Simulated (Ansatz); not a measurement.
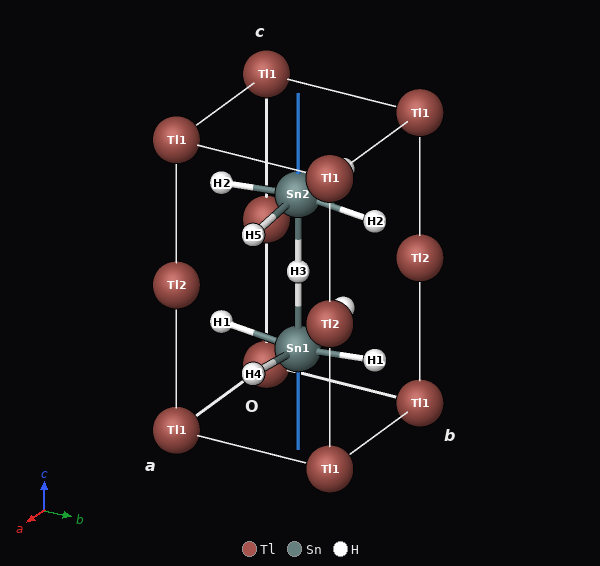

Crystal: Tl2Sn2H5, the input geometry of an electronic-structure calculation (not necessarily at equilibrium); the starting structure was generated, so it need not be a known form of this composition. The coloured rod is the axis of a symmetry operation of the crystal. Symmetry computed with spglib at a tolerance of 0.002 Å; standard conventional cell.

a = 4.351 Å, b = 4.351 Å, c = 7.866 Å, α = 90.00°, β = 90.00°, γ = 90.00°.

| atom | x | y | z |
| --- | --- | --- | --- |
| Tl1 | 0.0000 | 0.0000 | 0.0000 |
| Tl2 | 0.0000 | 0.0000 | 0.5000 |
| Sn1 | 0.5000 | 0.5000 | 0.2347 |
| Sn2 | 0.5000 | 0.5000 | 0.7653 |
| H1 | 0.5000 | 0.0000 | 0.2609 |
| H2 | 0.5000 | 0.0000 | 0.7391 |
| H3 | 0.5000 | 0.5000 | 0.5000 |
| H4 | 0.0000 | 0.5000 | 0.2609 |
| H5 | 0.0000 | 0.5000 | 0.7391 |

Take the operation x, y, z → −x+1, −y+1, z.

What kind of operation is it, and where does it lie?

It is a 2-fold rotation, about the line along [0 0 1] through (1/2, 1/2, 1/2).

Onto which atom does it carry each atom (up to whole multiples of a, b and c)?

Tl1 → Tl1, Tl2 → Tl2, Sn1 → Sn1, Sn2 → Sn2, H1 → H1, H2 → H2, H3 → H3, H4 → H4, H5 → H5.
